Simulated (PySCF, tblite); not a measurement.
# C₂H₉NOSi+ (doublet): geometry, infrared bands and EPR parameters

Aim: predict the infrared bands and EPR parameters of C₂H₉NOSi+ (doublet) (`C[N+](C)[SiH2]O`).

The runs use tblite 0.8.0 and PySCF 2.14.0, with density-fitted response routines of our own; the level of theory stands in each step. All values are computed, except where a source is named. Atoms count from 0, in the outputs and in this text.

### Step 1. The molecule as given

14 atoms, charge 1, multiplicity 2; geometry from: force field or distance geometry start.

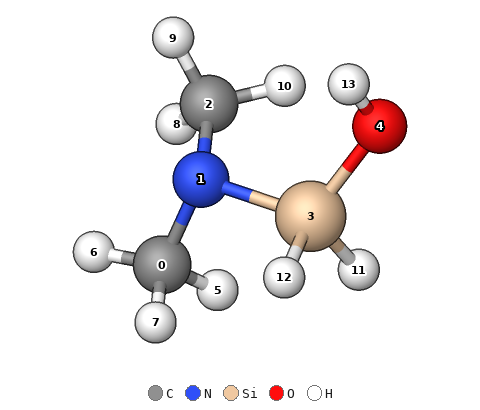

As it starts; carbon grey, nitrogen blue, silicon light orange, oxygen red, hydrogen white, atoms numbered; sticks join atoms by distance.

### Step 2. Geometry optimisation with GFN2-xTB

The job: settings as JSON, then the geometry in Å.

```
{"job": {"kind": "relax", "xc": "GFN2-xTB", "basis": "xTB"}, "charge": 1, "multiplicity": 2}
C     -1.199300    -1.055200     0.107500
N     -0.305500    -0.126400     0.783700
C     -0.749400     1.221800     0.713900
Si     1.282700    -0.407800     0.018000
O      2.463600     0.733600     0.438700
H     -1.107200    -0.807600    -0.981300
H     -2.237500    -0.975200     0.472400
H     -0.839700    -2.104600     0.185300
H     -1.765600     1.279200     0.235400
H     -0.863000     1.734200     1.696200
H     -0.008500     1.819900     0.141000
H      1.041200    -0.376500    -1.432300
H      1.695100    -1.763600     0.483600
H      2.592300     0.827700     1.395800
```

On the command line:

```
> OMP_NUM_THREADS=1 python probes_run.py task.json out
```

One launch serves the whole session: the jobs run in the order shown.

What it wrote:

```text
step      E/eV     max force
  0    -466.84840    3.563
  1    -467.17938    1.472
  2    -467.33126    1.486
  3    -467.40552    0.792
  4    -467.53288    0.887
  5    -467.60608    1.063
  6    -467.71047    0.912
  7    -467.77313    0.742
  8    -467.82706    0.739
  9    -467.85954    0.725
 10    -467.89327    0.514
 11    -467.92162    0.496
 12    -467.93999    0.352
 13    -467.95415    0.398
 14    -467.96719    0.374
 15    -467.97827    0.304
 16    -467.98672    0.268
 17    -467.99298    0.250
 18    -467.99768    0.232
 19    -468.00142    0.200
 20    -468.00398    0.126
 21    -468.00556    0.097
 22    -468.00703    0.118
 23    -468.00883    0.143
 24    -468.01065    0.110
 25    -468.01220    0.103
 26    -468.01368    0.128
 27    -468.01543    0.139
 28    -468.01727    0.121
 29    -468.01897    0.099
 30    -468.02064    0.114
 31    -468.02280    0.140
 32    -468.02589    0.268
 33    -468.02762    0.382
 34    -468.02903    0.635
 35    -468.03544    0.129
 36    -468.03815    0.110
 37    -468.04364    0.302
 38    -468.04601    0.127
 39    -468.04804    0.085
 40    -468.04918    0.083
 41    -468.05070    0.104
 42    -468.05266    0.122
 43    -468.05483    0.139
 44    -468.05646    0.119
 45    -468.05760    0.107
 46    -468.05864    0.185
 47    -468.06004    0.106
 48    -468.06272    0.110
 49    -468.06337    0.084
 50    -468.06383    0.052
 51    -468.06415    0.048
 52    -468.06452    0.049
 53    -468.06483    0.060
 54    -468.06517    0.052
 55    -468.06554    0.054
 56    -468.06606    0.129
 57    -468.06692    0.129
 58    -468.06864    0.170
 59    -468.07119    0.166
 60    -468.07462    0.170
 61    -468.07847    0.196
 62    -468.08201    0.183
 63    -468.08452    0.219
 64    -468.08684    0.157
 65    -468.08968    0.110
 66    -468.09211    0.115
 67    -468.09327    0.116
 68    -468.09403    0.069
 69    -468.09456    0.062
 70    -468.09514    0.070
 71    -468.09590    0.082
 72    -468.09673    0.077
 73    -468.09735    0.052
 74    -468.09764    0.037
 75    -468.09780    0.028
 76    -468.09792    0.031
 77    -468.09802    0.023
 78    -468.09809    0.022
 79    -468.09814    0.018
 80    -468.09819    0.018
 81    -468.09825    0.024
 82    -468.09830    0.024
 83    -468.09836    0.022
 84    -468.09842    0.020
 85    -468.09848    0.019
 86    -468.09852    0.013
 87    -468.09854    0.011
 88    -468.09856    0.012
 89    -468.09857    0.013
 90    -468.09861    0.013
 91    -468.09864    0.015
 92    -468.09867    0.017
 93    -468.09871    0.017
 94    -468.09876    0.021
 95    -468.09885    0.034
 96    -468.09897    0.042
 97    -468.09910    0.041
 98    -468.09920    0.032
 99    -468.09929    0.023
100    -468.09943    0.032
101    -468.09962    0.037
102    -468.09977    0.026
103    -468.09985    0.024
104    -468.09991    0.034
105    -468.09995    0.044
106    -468.10002    0.036
107    -468.10016    0.018
108    -468.10022    0.017
109    -468.10028    0.026
110    -468.10034    0.028
111    -468.10042    0.024
112    -468.10047    0.015
113    -468.10051    0.013
114    -468.10055    0.013
115    -468.10061    0.028
116    -468.10059    0.032
117    -468.10073    0.022
118    -468.10079    0.019
119    -468.10087    0.013
120    -468.10088    0.007
```

Wall time 0.57 s (1 thread of Arm Neoverse V1, shared host).

Step by step: (not every step is listed)

| step | energy from step 0 (eV) | largest force (eV/Å) |
| --- | --- | --- |
| 0 | 0.0000 | 3.5628 |
| 1 | -0.3310 | 1.4717 |
| 2 | -0.4829 | 1.4859 |
| 3 | -0.5571 | 0.7920 |
| 4 | -0.6845 | 0.8866 |
| 5 | -0.7577 | 1.0628 |
| 6 | -0.8621 | 0.9122 |
| 7 | -0.9247 | 0.7422 |
| 8 | -0.9787 | 0.7389 |
| 18 | -1.1493 | 0.2321 |
| 28 | -1.1689 | 0.1209 |
| 38 | -1.1976 | 0.1274 |
| 48 | -1.2143 | 0.1096 |
| 58 | -1.2202 | 0.1703 |
| 68 | -1.2456 | 0.0695 |
| 78 | -1.2497 | 0.0218 |
| 88 | -1.2502 | 0.0121 |
| 98 | -1.2508 | 0.0317 |
| 108 | -1.2518 | 0.0169 |
| 115 | -1.2522 | 0.0282 |
| 116 | -1.2522 | 0.0322 |
| 117 | -1.2523 | 0.0218 |
| 118 | -1.2524 | 0.0192 |
| 119 | -1.2525 | 0.0134 |
| 120 | -1.2525 | 0.0073 |

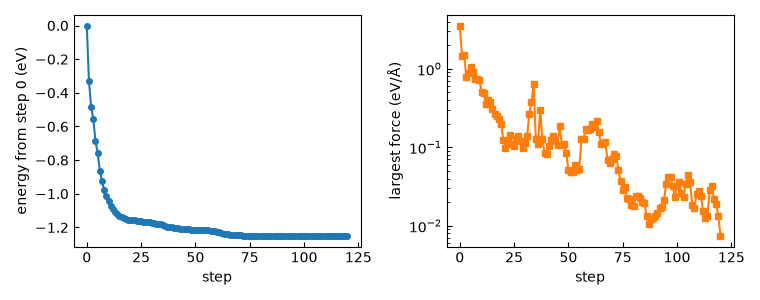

Energy and force, step by step.

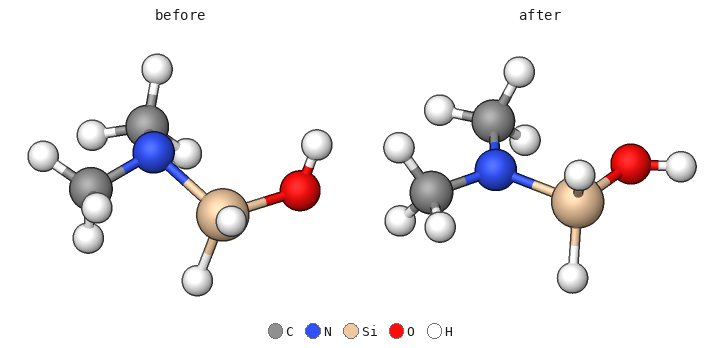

The geometry before (left) and after (right).

Distances of close pairs at the start and the end, largest changes first:

| bond | before (Å) | after (Å) | change (Å) |
| --- | --- | --- | --- |
| Si3–O4 | 1.695 | 1.599 | -0.096 |
| C0–N1 | 1.456 | 1.410 | -0.046 |
| C2–H8 | 1.125 | 1.089 | -0.036 |
| Si3–H12 | 1.492 | 1.458 | -0.034 |
| C0–H7 | 1.112 | 1.087 | -0.025 |
| C0–H5 | 1.120 | 1.098 | -0.022 |
| C2–H9 | 1.114 | 1.097 | -0.016 |
| C2–H10 | 1.111 | 1.095 | -0.016 |

The end geometry stands in the next job.

### Step 3. Harmonic vibrations with GFN2-xTB

The job: settings as JSON, then the geometry in Å.

```
{"job": {"kind": "ir", "xc": "GFN2-xTB", "basis": "xTB"}, "charge": 1, "multiplicity": 2}
C     -1.294341    -1.013903    -0.150719
N     -0.317490    -0.083543     0.259002
C     -0.759398     1.178311     0.702749
Si     1.418535    -0.499062     0.220791
O      2.049046     0.894999     0.685492
H     -1.842948    -0.638891    -1.025326
H     -2.052180    -1.157784     0.629155
H     -0.840845    -1.969469    -0.401819
H     -1.835045     1.303664     0.591803
H     -0.477469     1.324501     1.753153
H     -0.222114     1.971053     0.171224
H      1.665361    -0.853768    -1.170887
H      1.539204    -1.579394     1.192544
H      2.969005     1.122812     0.800695
```

What it wrote:

```text
mode    cm-1     km/mol
  1      53.8      3.11
  2      83.7      1.17
  3     145.5     14.71
  4     198.6      1.50
  5     273.1      0.78
  6     302.7      0.20
  7     318.1    152.56
  8     382.3      0.45
  9     509.8    112.74
 10     564.9      0.37
 11     600.0      8.64
 12     678.8    129.20
 13     728.0     97.25
 14     735.5    112.03
 15     978.2    133.12
 16     983.6      7.42
 17     997.2     46.16
 18    1022.7      0.42
 19    1037.3      5.60
 20    1225.5    105.54
 21    1251.6     60.04
 22    1356.5     42.79
 23    1367.0     85.34
 24    1368.8     99.24
 25    1391.9     20.98
 26    1426.7     15.28
 27    1440.0     14.65
 28    2280.3    127.31
 29    2310.1     37.40
 30    2889.3      6.72
 31    2898.4     12.31
 32    2931.6     19.23
 33    2952.4     35.52
 34    3032.3      0.84
 35    3049.7      2.39
 36    3638.1    189.29
```

Run time: 0.31 s. Hardware: 1 thread of Arm Neoverse V1, shared host.

Which atoms move in the most intense modes:

| cm⁻¹ | km/mol | atoms |
| --- | --- | --- |
| 318 | 152.6 | H13 85 % |
| 510 | 112.7 | H11 33 %, H12 32 %, Si3 18 %, N1 10 % |
| 679 | 129.2 | H13 62 %, H11 12 %, H12 12 % |
| 736 | 112.0 | H11 35 %, H12 35 %, H13 14 % |
| 978 | 133.1 | O4 54 %, Si3 35 % |
| 1226 | 105.5 | N1 43 %, C0 20 % |
| 2280 | 127.3 | H12 62 %, H11 33 % |
| 3638 | 189.3 | H13 94 % |

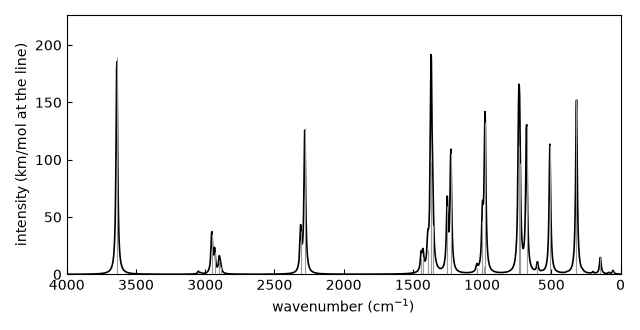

The infrared spectrum from these modes, unscaled. Lines are broadened to a width of 14 cm⁻¹ (Lorentzian).

### Step 4. EPR parameters: B3LYP/pcH-1

Same as in step 3 but for these lines:

```diff
@@ -1,2 +1,2 @@
-{"job": {"kind": "ir", "xc": "GFN2-xTB", "basis": "xTB"}, "charge": 1, "multiplicity": 2}
+{"job": {"kind": "epr", "basis": "pcH-1"}, "charge": 1, "multiplicity": 2}
 C     -1.294341    -1.013903    -0.150719
```

With the program's defaults for keys left out, this is: UKS B3LYP, pcH-1 on C H N O Si, non-relativistic, mean-field spin-orbit, GIAO.

What it wrote:

```text
UKS, coarse grid
  cycle   1  E = -500.77780681  |g| = 5.72e-01
  cycle   2  E = -499.92744213  |g| = 1.37e+00
  cycle   3  E = -500.85615932  |g| = 2.59e-01
  cycle   4  E = -500.88374146  |g| = 1.08e-01
  cycle   5  E = -500.88790121  |g| = 4.73e-02
  cycle   6  E = -500.88877824  |g| = 1.50e-02
  cycle   7  E = -500.88887541  |g| = 4.60e-03
  cycle   8  E = -500.88888566  |g| = 1.55e-03
  cycle   9  E = -500.88888711  |g| = 3.98e-04
UKS, final grid
  cycle   1  E = -500.88886846  |g| = 5.10e-04
  cycle   2  E = -500.88886834  |g| = 8.02e-04
  cycle   3  E = -500.88886856  |g| = 5.14e-05
  cycle   4  E = -500.88886856  |g| = 2.00e-05
E = -500.88886856 Eh   <S^2> = 0.7542 (exact 0.7500)
g shifts (ppm)      1          2          3
  rmc          -199       -199       -199
  gc             -2         30         36
  oz_so          23       2139       2823
  total        -178       1970       2660
hyperfine (MHz)  atom isotope    a_iso     a_fc   dipolar eigenvalues
    0   13C     -32.46     -32.50     -5.80      0.60      5.20
    1   14N      35.37      35.38    -38.93    -38.81     77.74
    2   13C     -31.22     -31.26     -7.06     -0.73      7.79
    3  29Si      39.05      39.12     -1.35      0.38      0.96
    4   17O       2.68       2.68     -1.03      0.24      0.79
    5    1H     170.54     170.54     -6.91     -3.55     10.45
    6    1H     142.07     142.07     -6.84     -3.33     10.17
    7    1H       1.27       1.26     -4.63     -4.19      8.82
    8    1H       1.45       1.44     -4.44     -3.74      8.18
    9    1H     183.30     183.30     -7.70     -3.79     11.49
   10    1H     147.32     147.31     -7.60     -3.65     11.25
   11    1H      70.84      70.84     -3.61     -1.67      5.28
   12    1H      77.88      77.88     -3.64     -1.55      5.19
   13    1H      -1.46      -1.46     -1.31     -1.06      2.38
```

Wall time 38 s (1 thread of Arm Neoverse V1, shared host); peak memory 0.86 GiB.

Principal g values 2.00214, 2.00429, 2.00498; g(iso) = 2.00380, against 2.00232 for a free electron.

Hyperfine couplings; where a row names several nuclei, a(iso) is their mean (it holds for fast rotation or exchange) and the dipolar term the largest among them:

| nuclei | isotope | a(iso) (MHz) | a(iso) (G, at g = 2.0023) | largest dipolar term (MHz) |
| --- | --- | --- | --- | --- |
| H5, H6, H7, H8, H9, H10 | 1H | 107.7 | 38.4 | 11.5 |
| H11, H12 | 1H | 74.4 | 26.5 | 5.3 |
| Si3 | 29Si | 39.1 | 13.9 | -1.3 |
| N1 | 14N | 35.4 | 12.6 | 77.7 |
| C0, C2 | 13C | -31.8 | -11.4 | 7.8 |
| O4 | 17O | 2.7 | 1.0 | -1.0 |
| H13 | 1H | -1.5 | -0.5 | 2.4 |

Mulliken spin populations:

C0 -0.04; N1 0.78; C2 -0.03; Si3 -0.04; O4 0.00; H5 0.07; H6 0.06; H7 0.00; H8 0.00; H9 0.07; H10 0.05; H11 0.04; H12 0.04; H13 0.00

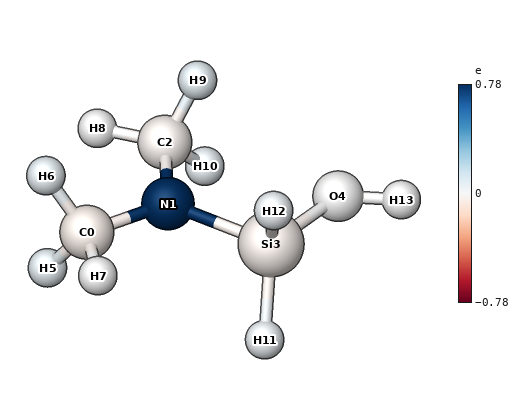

Mulliken spin populations, as colours on the atoms.

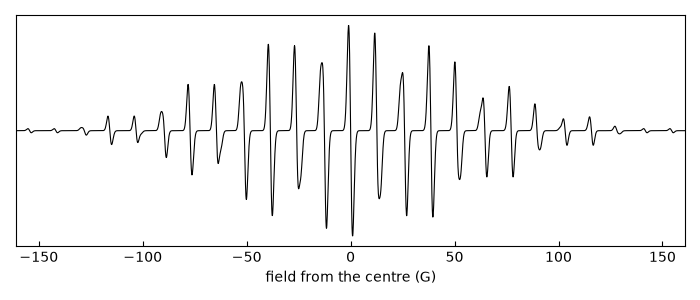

First-order isotropic spectrum (first derivative, main isotopes with spin only, couplings over 0.8 MHz, Gaussian width 0.8 G; couplings of the frozen geometry, rotation of groups not averaged beyond the rows shown).

The fields below are evaluated on a grid from the run's orbitals.

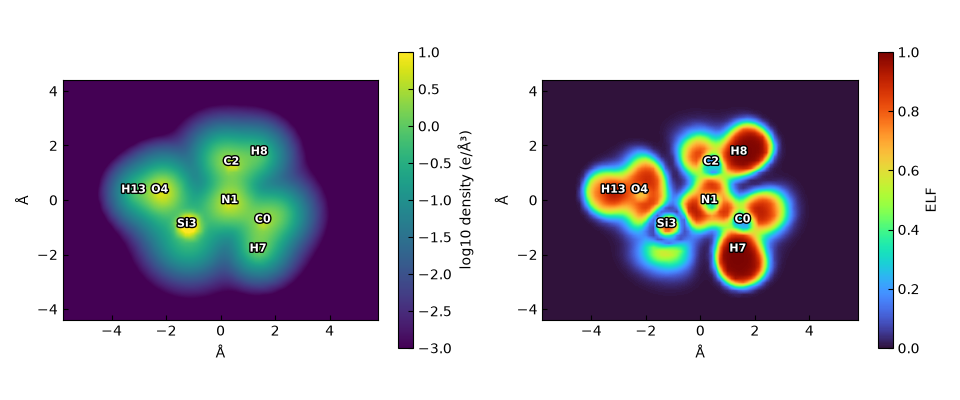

Density (left) and ELF (right) in a plane through or near 8 of the atoms.

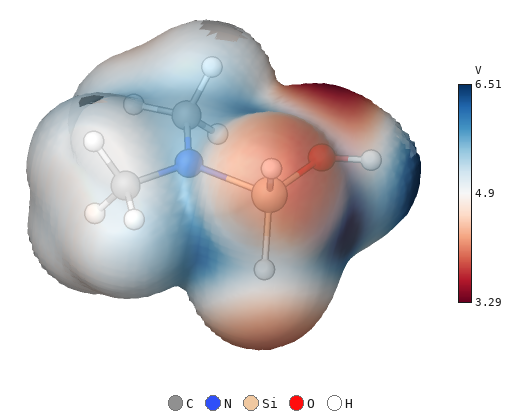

Electrostatic potential on the surface of density 0.002 e/bohr³; red is low, blue high. It runs from 3.29 V near O4 to 6.51 V near H13.

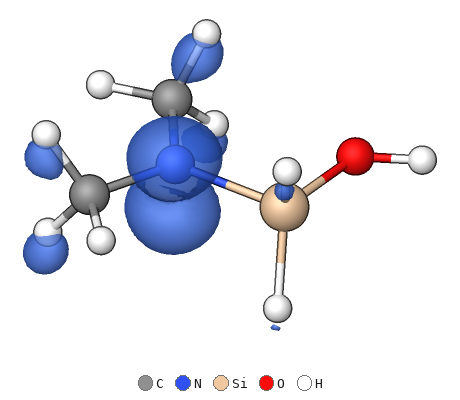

Spin density at ±0.07 e/Å³ (alpha excess blue, beta excess red).

### Step 5. Results

| quantity | value |
| --- | --- |
| strongest single infrared mode (GFN2-xTB) | 3638 cm⁻¹, 189 km/mol |
| zero-point energy (GFN2-xTB) | 67.8 kcal/mol |
| g(iso) (B3LYP) | 2.00380 |
| ⟨S²⟩ | 0.754 (exact 0.75) |
| largest a(iso) (averaged by class) | 1H on H5, H6, H7, H8, H9, H10, 107.7 MHz |

**Reading.** Relaxing lowered the energy by 1.252 eV in 120 steps; the close pair that moved most is Si3–O4, from 1.695 to 1.599 Å. No mode is imaginary among the 36: a minimum at this level. The strongest single mode, at 3638 cm⁻¹, moves mainly H13. GFN2-xTB is a fitted tight-binding method: band positions and strengths are rough. Its intensities can rank the bands wrongly. Most of the unpaired spin sits on N1 (0.78 e). The isotropic g lies 1.5 ppt above the free-electron value. These values are for one conformer; the search (at its own cheap level) found 1 more, at 0.48 kcal/mol, and measured spectra average over such forms.
